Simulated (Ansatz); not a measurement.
# CF (SMILES [C]F): levels of theory compared

Wanted: a comparison of 6 runs (U-r2SCAN0/STO-3G, U-revPBE/STO-3G, UB3LYP/STO-3G, UPBE/STO-3G, RPA@PBE/STO-3G, UBCCD(T)/STO-3G) of CF. 

The results are computed with Ansatz 0.2.0.

44 further runs of the same task are left out: 9 that didn't finish, 35 set aside as unsound or not needed.

## 1. Starting point

The species is CF (2 atoms), meant as a doublet with charge 0. As SMILES, `[C]F`. The F2–C1 distance was set to 3.171 Å, away from the relaxed value.

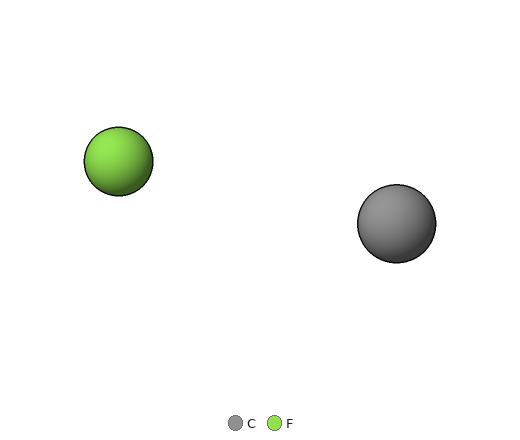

Viewed from a chosen angle; carbon grey, fluorine green.

## 2. The energy at U-r2SCAN0/STO-3G (run 1)

molecule.yaml reads:

```yaml
basis:
  gaussian: {orbitals: STO-3G}
crystal:
  periodic: [false, false, false]
  atoms:
    - {symbol: C, position_ang: [-0.000000, 0.000000, -1.899280]}
    - {symbol: F, position_ang: [0.000000, -0.000000, 1.271320]}
magnetization: {spin_polarized: true, initial_magnetization: 1}
hamiltonian: {xc: {name: r2SCAN0}}
accuracy: high
```

Started as:

```sh
$ ansatz run molecule.yaml --threads 1 --pin off --max-ram 3480MiB --events-out events.jsonl --progress --plain --runs-dir runs
```

Output:

```text
Warning: RAYON_NUM_THREADS=1 ignored (pool sized by the plan → 1); use --threads N
Functional definition: r2SCAN0
  name "r2SCAN0"
  parameter a = 0.25
  parameter k0 = 0.174
  parameter k1 = 0.065
  parameter a1 = 4.9479
  exchange = (1 - a)*r2scan_x(k0 = k0, k1 = k1, a1 = a1) + a*exact_x
  correlation = r2scan_c
141 factors; integrals over basis functions are off by at most 1.9e-9 eV
mean field evaluation 1: about -3675.8422 eV, gradient 3.6e0 eV
mean field evaluation 2: about -3428.0200 eV, gradient 5.6e0 eV
mean field evaluation 4: about -3675.6081 eV, gradient 3.9e0 eV
mean field evaluation 8: about -3687.1016 eV, gradient 4.8e0 eV
mean field evaluation 16: about -3688.9764 eV, gradient 5.1e-2 eV
mean field evaluation 32: about -3689.7764 eV, gradient 3.8e-2 eV
mean field evaluation 64: about -3689.7762 eV, gradient 4.3e-3 eV
mean field -3689.77641488 eV, -135.5967822267 hartree, gradient 5.5e-9 eV, S^2 1.745957; 8 other end points of the search recorded, 0 dependent functions left out
reference -3689.77641512 eV, -135.5967822353 hartree; 8, 7 occupied and 2, 3 virtual orbitals, 141 factors
Total energy: -3689.77641512 eV, -135.5967822353 hartree
```

Wall time 12 s (1 thread of Arm Neoverse V1, shared host); peak memory 0.14 GiB.

## 3. A single-point energy at U-revPBE/STO-3G (run 2)

input.yaml reads:

```yaml
crystal:
  periodic: [false, false, false]
  atoms:
    - {symbol: C, position_ang: [-0.000000, 0.000000, -1.899280]}
    - {symbol: F, position_ang: [0.000000, -0.000000, 1.271320]}
basis:
  gaussian:
    orbitals: STO-3G
magnetization:
  spin_polarized: true
  initial_magnetization: 1
hamiltonian:
  xc: {name: revPBE}
accuracy: high
```

Started as:

```sh
$ ansatz run input.yaml --threads 1 --pin off --max-ram 3480MiB --events-out events.jsonl --progress --plain --runs-dir runs
```

Output:

```text
Warning: RAYON_NUM_THREADS=1 ignored (pool sized by the plan → 1); use --threads N
Functional definition: revPBE
  name "revPBE"
  parameter kappa = 1.245
  parameter beta = 0.06672455060314922
  exchange = pbe_x(kappa = kappa, mu = beta*pi^2/3)
  correlation = pbe_c(beta = beta)
141 factors; integrals over basis functions are off by at most 1.9e-9 eV
mean field evaluation 1: about -3675.6069 eV, gradient 6.5e0 eV
mean field evaluation 2: about -3428.0422 eV, gradient 5.1e0 eV
mean field evaluation 4: about -3674.5494 eV, gradient 7.1e0 eV
mean field evaluation 8: about -3685.0298 eV, gradient 2.6e1 eV
mean field evaluation 16: about -3689.4432 eV, gradient 1.4e-1 eV
mean field evaluation 32: about -3689.4176 eV, gradient 4.6e-1 eV
mean field evaluation 64: about -3688.8370 eV, gradient 5.9e-1 eV
mean field evaluation 96: about -3689.4507 eV, gradient 3.5e-8 eV
mean field evaluation 128: about -3689.4207 eV, gradient 1.5e-2 eV
mean field evaluation 160: about -3621.6556 eV, gradient 1.8e1 eV
mean field evaluation 192: about -3689.3864 eV, gradient 2.1e-4 eV
mean field -3689.45070137 eV, -135.5848124758 hartree, gradient 1.1e-8 eV, S^2 1.708765; 14 other end points of the search recorded, 0 dependent functions left out
reference -3689.45070253 eV, -135.5848125184 hartree; 8, 7 occupied and 2, 3 virtual orbitals, 141 factors
Total energy: -3689.45070253 eV, -135.5848125184 hartree
```

Wall time 7.5 s (1 thread of Arm Neoverse V1, shared host); peak memory 0.089 GiB.

Run 3 isn't shown in full; the table further down has it.

## 4. The energy at UPBE/STO-3G (run 4)

molecule.yaml reads:

```yaml
crystal:
  periodic: [false, false, false]
  atoms:
    - symbol: C
      position_ang: [-0.000000, 0.000000, -1.899280]
    - symbol: F
      position_ang: [0.000000, -0.000000, 1.271320]
basis:
  gaussian: {orbitals: STO-3G}
total_charge: 0
magnetization: {spin_polarized: true, initial_magnetization: 1}
hamiltonian: {xc: {name: PBE}}
accuracy: high
```

Started as:

```sh
$ ansatz run molecule.yaml --threads 1 --pin off --max-ram 3480MiB --events-out events.jsonl --progress --plain --runs-dir runs
```

Output:

```text
Warning: RAYON_NUM_THREADS=1 ignored (pool sized by the plan → 1); use --threads N
Functional definition: PBE
  name "PBE"
  parameter kappa = 0.804
[... 3 set-up lines as earlier in the session ...]
141 factors; integrals over basis functions are off by at most 1.9e-9 eV
mean field evaluation 1: about -3672.1725 eV, gradient 6.6e0 eV
mean field evaluation 2: about -3424.5250 eV, gradient 5.1e0 eV
mean field evaluation 4: about -3671.0869 eV, gradient 7.2e0 eV
mean field evaluation 8: about -3681.7623 eV, gradient 2.6e1 eV
mean field evaluation 16: about -3685.9967 eV, gradient 9.1e-2 eV
mean field evaluation 32: about -3685.9325 eV, gradient 9.1e-1 eV
mean field evaluation 64: about -3685.9291 eV, gradient 5.4e-3 eV
mean field evaluation 96: about -3686.0006 eV, gradient 2.0e-2 eV
mean field evaluation 128: about -3685.9315 eV, gradient 8.2e-2 eV
mean field evaluation 160: about -3685.9373 eV, gradient 5.4e-3 eV
mean field evaluation 192: about -3685.9989 eV, gradient 2.1e-2 eV
mean field evaluation 224: about -3685.9314 eV, gradient 3.6e-4 eV
mean field -3686.00087469 eV, -135.4580336837 hartree, gradient 1.7e-8 eV, S^2 1.705884; 16 other end points of the search recorded, 0 dependent functions left out
reference -3686.00087562 eV, -135.4580337180 hartree; 8, 7 occupied and 2, 3 virtual orbitals, 141 factors
Total energy: -3686.00087562 eV, -135.4580337180 hartree
```

It took 9 s on 1 thread of Arm Neoverse V1, shared host; peak memory 0.089 GiB.

Run 5 isn't shown in full; the table further down has it.

## 5. The energy at UBCCD(T)/STO-3G (run 6)

molecule.yaml reads:

```yaml
crystal:
  periodic: [false, false, false]
  atoms:
    - {symbol: C, position_ang: [-0.000000, 0.000000, -1.899280]}
    - {symbol: F, position_ang: [0.000000, -0.000000, 1.271320]}
basis:
  gaussian: {orbitals: STO-3G}
magnetization: {spin_polarized: true, initial_magnetization: 1}
correlation: {method: bccd_t, frozen_orbitals: {C: 1, F: 1}}
accuracy: high
scf: {omitted_lower_state_checks: [cluster_reference, increment]}
```

Started as:

```sh
$ ansatz run molecule.yaml --threads 1 --pin off --max-ram 3480MiB --events-out events.jsonl --progress --plain --runs-dir runs
```

Output:

```text
Warning: RAYON_NUM_THREADS=1 ignored (pool sized by the plan → 1); use --threads N
[... 21 lines left out ...]
2 core orbitals not correlated: weight in the atoms' cores, before any rotation towards them, 1.000 or more for the frozen orbitals, at most 0.000 for the correlated occupied ones
[... 178 lines left out ...]
Total energy: -3679.12738343 eV, -135.2054375388 hartree
Checks for a lower state left out: cluster_reference, increment
```

It took 0.85 s on 1 thread of Arm Neoverse V1, shared host.

## 6. The series

```tsv
run	level	frozen core orbitals	energy (Eh)	⟨S²⟩	wall time
1	U-r2SCAN0/STO-3G	–	-135.596782	1.746	12 s
2	U-revPBE/STO-3G	–	-135.584813	1.709	7.5 s
3	UB3LYP/STO-3G	–	-135.622279	1.740	3.6 s
4	UPBE/STO-3G	–	-135.458034	1.706	9 s
5	RPA@PBE/STO-3G	2	-135.265074	1.706	13 s
6	UBCCD(T)/STO-3G	2	-135.205438	1.750	0.85 s
```

## 7. Outcome

```
                                          quantity          value
                               run 6: total energy  -135.20544 Eh
run 6: correlation energy (2 core orbitals frozen)      -20.2 mEh
                             run 6: (T) correction       0.00 mEh
          run 6: ⟨S²⟩ of the reference determinant          1.750
```

In words: Totals of different functionals can't be ranked against each other. In runs 1, 2, 3, 4, 5, 6 the basis is minimal, so the values are rough. Spin contamination of the reference: run 6 ⟨S²⟩ = 1.75, run 1 ⟨S²⟩ = 1.75, run 3 ⟨S²⟩ = 1.74, run 2 ⟨S²⟩ = 1.71, run 4 ⟨S²⟩ = 1.71, run 5 ⟨S²⟩ = 1.71. Where it is this large, the reference is a mixture of spin states, and values that rest on it are in doubt. All runs together took 46 s, the longest 13 s.
